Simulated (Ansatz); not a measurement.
## Converging the k-point mesh: WS₂ (P3m1, 3 atoms in the cell)

```yaml
crystal:
  lattice:
    - [3.16760, 0.00000, 0.00000]
    - [-1.58380, 2.74322, 0.00000]
    - [0.00000, 0.00000, 16.86583]
  atoms:
    - { symbol: W, position: [0.00000, 0.00000, 0.00297] }
    - { symbol: S, position: [0.33333, 0.66667, 0.90800] }
    - { symbol: S, position: [0.33333, 0.66667, 0.09200] }
```

Method of the run: PBEsol, PAW files made with PBE (plane waves; Ansatz, a program for electronic structure).

Base settings: basis.ecutwfc = 30.9 Ry; kpoints.mp_grid.grid = 9 9 2; hamiltonian.xc = pbesol; hamiltonian.pseudopotentials = {kind: paw} (the program's default PAW files); scf.occupations.method = fixed.

The second cell is the first with its lattice scaled by 0.98.

Only quantities that move along the ladder and can be compared are tabulated.

The count of work is k-points × plane waves × bands × iterations; it is no time. 

The starting cell comes from a database of computed structures (which also holds hypothetical and non-ambient phases and stackings), without a prior relaxation at this level. Its lattice was rescaled by up to half a per cent. One atom was moved a little off its site on purpose. In the base run, forces exceed 1 eV/Å. Ansatz's pressure includes its estimate of the finite-basis (Pulay) stress.

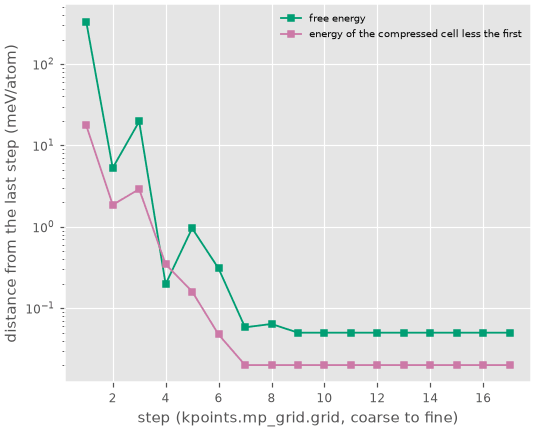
Fig. 1. Distance from the last step along the ladder; very small values are drawn at a floor.

| kpoints.mp_grid.grid | free energy less the last step's (meV/atom) | energy of the compressed cell less the first (meV/atom) | pressure (GPa) | largest difference of a force vector from the last step's (eV/Å) | count of work / last |
|---|---|---|---|---|---|
| 2 2 1 | 332.27 | 51.08 | 0.79 | 0.698 | 0.0068 |
| 3 3 1 | 5.29 | 31.62 | -0.20 | 0.207 | 0.0093 |
| 4 4 1 | -19.68 | 30.57 | -0.26 | 0.068 | 0.012 |
| 5 5 1 | 0.20 | 33.82 | -0.09 | 0.004 | 0.016 |
| 6 6 1 | 0.96 | 33.64 | -0.10 | 0.007 | 0.022 |
| 7 7 2 | -0.31 | 33.43 | -0.11 | 0.002 | 0.050 |
| 8 8 2 | 0.06 | 33.50 | -0.11 | 0.001 | 0.062 |
| 9 9 2 | 0.06 | 33.49 | -0.11 | 0.001 | 0.075 |
| 10 10 2 | -0.03 | 33.47 | -0.11 | 0.000 | 0.087 |
| 11 11 2 | 0.00 | 33.48 | -0.11 | 0.000 | 0.099 |
| 13 13 2 | 0.00 | 33.48 | -0.11 | 0.000 | 0.14 |
| 14 14 3 | 0.00 | 33.48 | -0.11 | 0.000 | 0.20 |
| 15 15 3 | 0.00 | 33.48 | -0.11 | 0.000 | 0.23 |
| 17 17 3 | 0.00 | 33.48 | -0.11 | 0.000 | 0.28 |
| 19 19 4 | 0.00 | 33.48 | -0.11 | 0.000 | 0.47 |
| 21 21 4 | 0.00 | 33.48 | -0.11 | 0.000 | 0.56 |
| 23 23 4 | 0.00 | 33.48 | -0.11 | 0.000 | 0.66 |
| 26 26 5 | 0.00 | 33.48 | -0.11 | 0.000 | 1.0 |

Coarsest kpoints.mp_grid.grid that holds the free energy within 0.5 meV/atom of the last step, with all finer ones: 7 7 2, at 0.050 of the last step's count of work; the step before is off by 0.96 meV/atom.

Coarsest kpoints.mp_grid.grid that holds the pressure within 0.5 GPa of the last step, with all finer ones: 3 3 1, at 0.0093 of the last step's count of work; the step before is off by 0.90 GPa.

Coarsest kpoints.mp_grid.grid that holds the energy of the compressed cell less the first within 1 meV/atom of the last step, with all finer ones: 5 5 1, at 0.016 of the last step's count of work; the step before is off by 2.9 meV/atom.

Keys are those of Ansatz 0.2.
